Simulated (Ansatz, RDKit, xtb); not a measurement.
# Isomers of CH7ClGeOSi, a sample narrowed down

Which of a sample of isomers of CH7ClGeOSi is the most stable in the gas at 298.15 K, and what are its properties? The sample is small against all isomers, and the most stable one of this formula need not be in it.

The funnel: GFN2-xTB relaxations, single points with a density functional, relaxations at r2SCAN-D4/def2-SVP, harmonic vibrations (at GFN2-xTB), and a last energy at a higher level. All values are calculated.

## 1. Candidates

Isomers were taken from a list of plausible structures; this is a sample, not all of them. That gives 4 candidates.

```
label                   SMILES     spin
 c114       CO[SiH2][GeH2][Cl]  singlet
 c172      CO[Si@@H](Cl)[GeH3]  singlet
 c272  C[O][Ge@@H]([SiH3])[Cl]  singlet
 c302       C[O][GeH2][SiH2]Cl  singlet
```

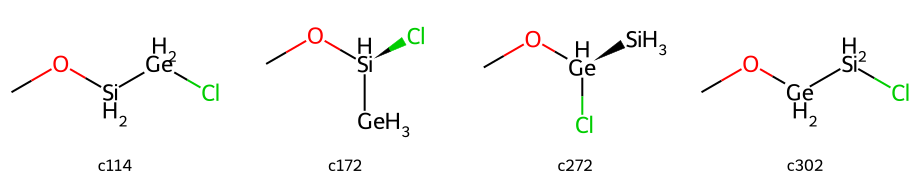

Structural formulas of the candidates.

Candidates are built by distance geometry, with a force field where one applies, in up to four conformers (letters a to d).

Q: Predict the outcome of this search (final energies at CCSD(T)/def2-SVP + MP2/def2-TZVPP - MP2/def2-SVP).

| quantity | value |
| --- | --- |
| lowest structure found | CO[Si@@H](Cl)[GeH3], singlet |
| next finalist | CO[SiH2][GeH2][Cl], singlet, 9.3 kcal/mol higher in G |
| share at equilibrium, among the finalists | 100.0 % |

`CO[Si@@H](Cl)[GeH3]` comes out lowest. Among the finalists first place is clear (9.3 kcal/mol); structures outside the list aren't covered. HF/STO-3G, r2SCAN-D4/def2-SVP, r2SCAN-D4/def2-SVP, relaxed, HF/def2-SVP and MP2/def2-SVP already put its bonding pattern lowest among the structures in one piece; GFN2-xTB favours the singlet CO[SiH2][GeH2][Cl] (c114c, not a finalist). 3 minima inside the window were never screened. The search is not exhaustive (a finite list of starts, one conformer a finalist), so a lower isomer can't be ruled out. Only 4 drawn patterns were tried, so whole families of isomers are missing, and the result ranks this sample alone. The lowest isomer need not be the one that is made and kept in a bottle, which depends on barriers.
